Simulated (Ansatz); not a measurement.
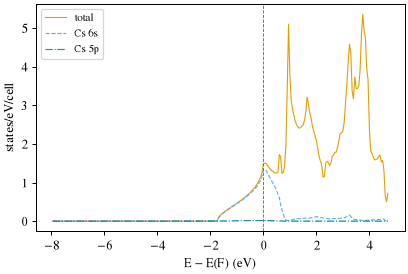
Figure: Total and projected density of states of Cs (bcc (W type), Im-3m), the program Ansatz at the PBEsol level (PAW)

Q: Which orbitals carry the states next to the Fermi level?

A: Within 0.5 eV of the Fermi level: Cs 6s 86 %, outside the projected shells 13 %. Projections are on Löwdin-orthogonalised atomic valence shells; empty p or d shells of many metals are not among them.

The cell was relaxed with PBEsol under the symmetry of its start. Spin–orbit coupling is left out wherever it is not named.

Potentials: the later of the program's two PAW sets.
